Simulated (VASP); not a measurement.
Band structure of PtSe2 (1T layered). Calculation: PBE GGA, VASP's PBE PAW potentials (set 64) (plane waves; VASP).

Without a dispersion term in the relaxation, distances and binding between the weakly bound layers, chains or molecules are unreliable, and so is what depends on them. Unless said otherwise, spin-orbit coupling is left out, though it shifts the bands of the heavy elements here.

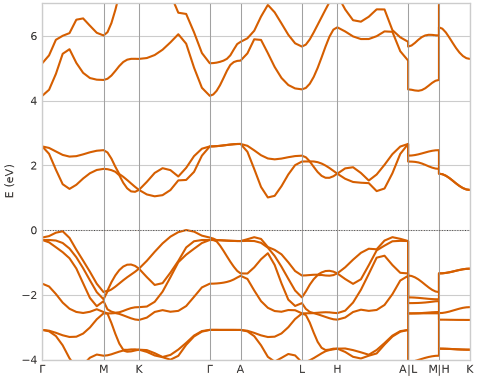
*Bands along high-symmetry lines, zero at the valence-band maximum or, without a gap, the Fermi level*

Task: Read the plot: is there a gap, and where are the band edges?

Result: The gap is indirect, 1.01 eV, from the valence maximum at K-Γ at 0.67 to the conduction minimum at A-L at 0.44. (Edges off the drawn lines would not show.)

The compound is PtSe2 in the 1T layered structure. It was relaxed first, which changed the volume by +28 %.
